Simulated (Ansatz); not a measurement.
In doubt: one-shot GW on d or f shells is unsure (in some of the runs), so the values of those runs are not to be relied on.

Consider Cs2AgBiF6 (Fm-3m).

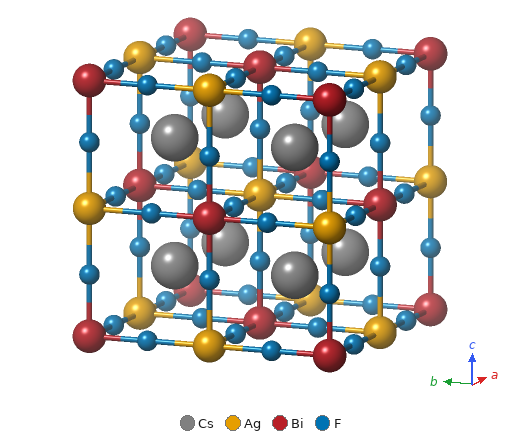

The structure (caesium grey, silver orange, bismuth red, fluorine blue). Some periodic images of atoms are drawn too.

The structure is cubic, space group Fm-3m (No. 225). The conventional cell has a = 9.348 Å, b = 9.348 Å, c = 9.348 Å, α = 90.00°, β = 90.00°, γ = 90.00°. Nearest to Cs lie 12 F at 3.31 Å. Ag has 6 F at 2.42 Å nearest. Bi has 6 F at 2.26 Å nearest. Nearest to F lie 1 Bi at 2.26 Å and 1 Ag at 2.42 Å and 4 Cs at 3.31 Å. Farther neighbours and most contacts between anions are not listed.

```
Cs Ag Bi F
1.0
     0.00000    4.67407    4.67407
     4.67407    0.00000    4.67407
     4.67407    4.67407    0.00000
Cs Ag Bi F
2 1 1 6
Direct
  0.75000 0.75000 0.75000
  0.25000 0.25000 0.25000
  0.50000 0.50000 0.50000
  0.00000 0.00000 0.00000
  0.75873 0.24127 0.24127
  0.24127 0.24127 0.75873
  0.24127 0.75873 0.75873
  0.24127 0.75873 0.24127
  0.75873 0.24127 0.75873
  0.75873 0.75873 0.24127
```

The cell and positions are those that the Materials Project relaxed with its own functionals (PBE, PBE+U or r2SCAN), kept fixed. At the settings of the band run the largest force is still 0.08 eV/Å. Spin-orbit coupling is left out unless a run names it.

Gaps computed with Ansatz 0.2.0 without a self-energy: LDA 2.48 eV, PBEsol 2.57 eV, PBE 2.70 eV, PBE+SOC 2.34 eV, HSE06 4.31 eV and PBE0 5.04 eV. The mean ε∞ by PBE perturbation theory is 2.93.

Question: What gap should G0W0 on PBE give (4×4×4 mesh, 1027 empty bands, screening to 170 eV, PAW set soft_1 files)?

About 4.78 eV: on its mesh the run moves the gap from 2.70 eV by +2.08 eV. Among the scalar-relativistic levels given, PBE0 is nearest (+0.26 eV). One-shot corrections scale roughly with one over ε∞, here 0.34. Spin-orbit coupling is not in that value; its −0.36 eV at the PBE level would bring it to about 4.43 eV. Bands and cutoff are finite, so the gap is not at the basis limit. The miss can reach some tenths of an eV and take either sign; the mesh is an error of its own. Where an edge is built on 6p states of lead, bismuth or thallium, scalar-relativistic gaps usually stand too wide, by a few tenths to over one eV. A d shell, filled or nearly so, lies near the gap. One-shot GW converges very slowly in bands there, not always from below, and on a semilocal start the gap tends to come out low; starts rich in exact exchange can overshoot instead. The many-body steps are scalar-relativistic: spin-orbit coupling is not in them.

[Paths, hosts, dates, memory and timing lines, banners, echoed tables and standing remarks are left out of the program output.]

[Logs are printed without paths, hosts, clocks, repeated set-up lines and the standing remarks that a program may print on its own settings, such as how far it seeks lower states.]

[Runs of the session that timed out or met a known fault of the program may be left out.]

[Cells called generated may have been cut or substituted from an entry of the Crystallography Open Database or the Materials Project.]

[Hosts, paths, dates, database ids (printed as entryN), source tags and the programs' standing remarks are cut or masked in the printed files.]
